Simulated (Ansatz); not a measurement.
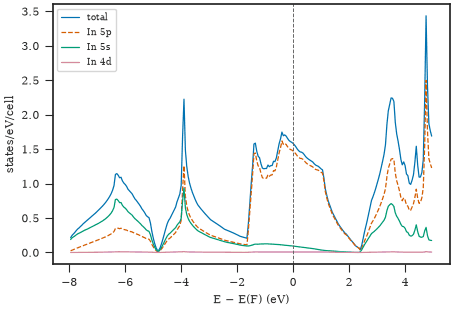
Fig. 1. Total and projected density of states of In (diamond, Fd-3m), PBEsol in the plane-wave PAW code Ansatz

Problem. Which orbitals carry the states next to the Fermi level?

Solution. Within 0.5 eV of the Fermi level: In 5p 93 %, In 5s 6 %. Projections are on Löwdin-orthogonalised atomic valence shells; empty p or d shells of many metals are not among them.

Problem. Where is the tallest occupied peak in this window, and what makes it?

Solution. Near -3.9 eV, about 2.2 states/eV per cell; the largest projected share is In 5p.

The start of the workflow was typed in or built on a structure type; neither database checked (COD, Materials Project) lists it. It is not the phase usual at ambient conditions (space group No. 139). Symmetry was held in the PBEsol relaxation. At this level the phase is mechanically unstable. The volume moved by -16 % from the start of the relaxation. Scalar-relativistic: spin–orbit coupling is off unless named, which matters more the heavier the elements.

Potentials: the later of the program's two PAW sets.
